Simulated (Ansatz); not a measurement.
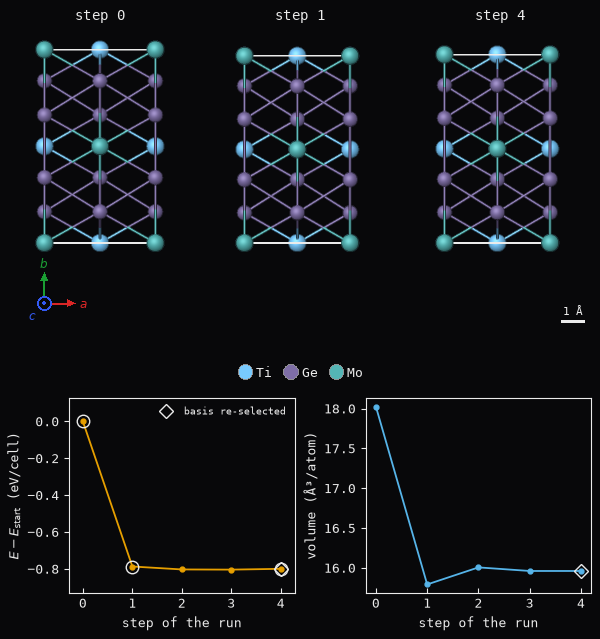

Frames of a relaxation of solid Ti2Ge6Mo (a generated structure, set up in Fmmm) (coarse preliminary run), marked on the history of the run. Style: ball-and-stick. Shown: the conventional cell (4 times the calculation's cell), along the c axis. Lengths and directions refer to the drawn axes.

Computed with Ansatz, DFT PBE, scalar-relativistic, plane waves, PAW. Settings: plane-wave cutoff 420 eV; k-point mesh 4 × 4 × 4; occupations gaussian; smearing width 0.1 eV; no spin polarisation; cell and atoms relaxed; force threshold 0.04 eV/Å; at most 70 steps.

Question: What happens along the run?

Answer: The energy falls by 0.799 eV per cell of the calculation in 3 accepted moves (4 points after the start). The largest force component goes from 0.26 to 0.01 eV/Å. Pressure: −11.60 GPa at the start and −0.01 GPa at the end. The SCF was repeated once at an unchanged geometry on a basis and grid sized afresh for the cell, which shifted the energy by 4.3 meV per cell of the calculation at most. The largest moves relative to the cell, 0.040 Å, are those of Ti atoms. By element the largest moves are Ti 0.040 Å, Ge 0.027 Å. Mo stays in place. The drawn cell changes as follows: a 4.988 → 4.750 Å (−4.8 %), b 8.696 → 8.473 Å (−2.6 %), c 14.963 → 14.278 Å (−4.6 %); the volume changes by −11.4 %. Among the contacts that change: Ge–Ge 2.929 → 2.785 Å, Ge–Mo 2.863 → 2.725 Å, Ge–Ti 2.863 → 2.736 Å, Ge–Ti 2.863 → 2.782 Å. The space group stays Fmmm (No. 69). The run took 100 s on 1 thread of Intel(R) Xeon(R) Processor @ 2.70GHz (shared host), peak memory 0.61 GiB. From step 0 to 1: Ge atoms move most (0.03 Å), volume −12.4 %, energy −0.787 eV per cell of the calculation. From step 1 to 4: Ge atoms move most (0.02 Å), volume +1.1 %, energy −12.6 meV per cell of the calculation.

| step | E − E(0), meV/atom | largest force component, eV/Å | pressure, GPa | volume, Å³/atom | note |
| --- | --- | --- | --- | --- | --- |
| 0 | 0.00 | 0.2557 | -11.60 | 18.025 |  |
| 1 | -87.40 | 0.1823 | 1.61 | 15.793 |  |
| 2 | -89.17 | 0.0355 | -0.35 | 16.007 |  |
| 3 | -89.28 | 0.0102 | -0.02 | 15.962 |  |
| 4 | -88.80 | 0.0104 | -0.01 | 15.962 | same geometry, new basis |
